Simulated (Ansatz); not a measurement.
Starting cell, HfO₂ (tetragonal-ZrO2 type, space group P4_2/nmc):

```
HfO2
1.0
    3.60482     0.00000     0.00000
    0.00000     3.60482     0.00000
    0.00000     0.00000     5.26502
Hf O
2 4
Direct
  0.00000   0.00000   0.00000
  0.50000   0.50000   0.50000
  0.00000   0.50000   0.19324
  0.00000   0.50000   0.69324
  0.50000   0.00000   0.30676
  0.50000   0.00000   0.80676
```

In each cell atom 4 (O, nearest neighbour Hf at 2.070 Å; its periodic images, 3.6 Å or more away, move with it) moves by s·(-0.871, 0.000, -0.492) (towards the nearest neighbour), the rest being held.

All values below come from PBE (plane waves to 420 eV, PAW, scalar-relativistic; Ansatz, a quantum-chemistry and plane-wave program). k mesh 7×7×5 (Γ-centred), Fermi-Dirac smearing 0.05 eV. Energies are smeared free energies. Left out: 3 of 11 points, with atoms too close for the PAW data. HfO2 is run without spin polarisation. HfO2 was relaxed with its symmetry unable to fall. Spin-orbit coupling is left out, though Hf is heavy. The PAW data are Ansatz's earlier set. This is a high-temperature form of HfO2. The zero of ΔE is the undisplaced structure.

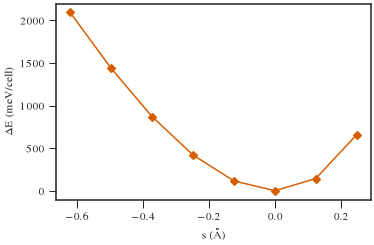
Fig. 1. ΔE (meV/cell) against s (Å); one marker a computed point.

Task: Is the energy the same for displacements of ±0.248 Å, and if not, which side lies higher?

Result: Not even: the positive side lies higher at ±0.248 Å.

Task: What is the energy change at s = 0.248 Å?

Result: About 660 meV/cell.

(A displaced cell: forces are minus the slopes of the energy, force constants its curvatures, and phonons follow from these.)
